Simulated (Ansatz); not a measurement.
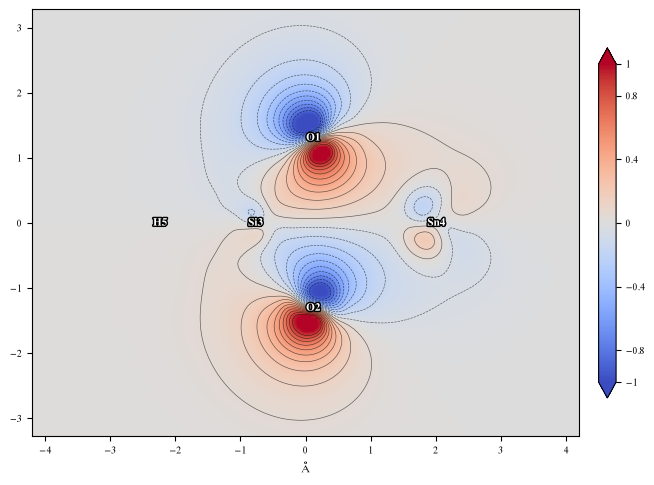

H₂O₂SiSn. The HOMO−1 on the plane of atoms O1, Si3 and H5 (values in Å⁻³ᐟ²; the overall sign is arbitrary).

Geometry: PBE0-D3(BJ)/def2-SVP; core potentials replace the inner electrons of Sn.

Computed with isolated molecule in a Gaussian basis; Kohn-Sham density functional theory, functional PBE0 (Ansatz).

Input file:

```
basis:
  gaussian:
    orbitals: def2-TZVPD
crystal:
  periodic: [false, false, false]
  atoms:
    - {symbol: O, position_ang: [0.434160, -2.454297, -1.736357]}
    - {symbol: O, position_ang: [-1.089667, -0.438825, -2.406172]}
    - {symbol: Si, position_ang: [-0.300360, -1.706271, -2.915056]}
    - {symbol: Sn, position_ang: [-0.394000, -0.895090, -0.261124]}
    - {symbol: H, position_ang: [-0.234003, -2.126351, -4.329973]}
    - {symbol: H, position_ang: [-1.845875, -1.908587, -0.007709]}
hamiltonian:
  xc: pbe0
output: {forces: true, orbitals: {seedname: orbitals}}
```

Launched as:

```sh
ansatz run input.yaml --threads 2 --pin off --max-ram 4350MiB --events-out events.jsonl --progress --plain --runs-dir runs
```

Question: Describe this orbital and give its energy.

Answer: It lies mainly on O1 (about 45 %) and O2 (about 45 %); largely a combination of lone pairs on O1 and O2. Its energy is −9.04 eV.
